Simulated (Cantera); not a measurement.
A closed system holds: 1 mol SiH₂Cl₂, 34 mol NH₃, equilibrated at 0.00180 bar.

Method: chemical equilibrium by Gibbs-energy minimisation in Cantera with the NASA 1993 tables (ideal gas, pure condensed phases). Candidate condensed phases: NH₄Cl, Si, Si₃N₄; 28 gas species. The tables' values for SiCl, SiN are old estimates; treat these amounts as uncertain. Gases not in the tables: Si₂H₆ and higher silanes. The numbers say what is thermodynamically allowed, not how fast it happens.

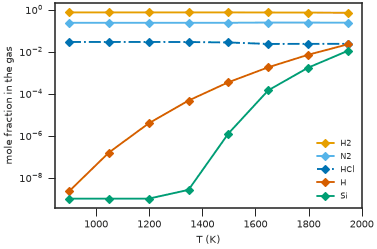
Figure: Equilibrium gas composition (values under 1e-9 drawn at 1e-9)

Question: Read off the mole fractions at 1798 K.

Answer: H₂ about 0.72, N₂ about 0.24, HCl about 0.023, H about 0.0071, Si about 0.0017.
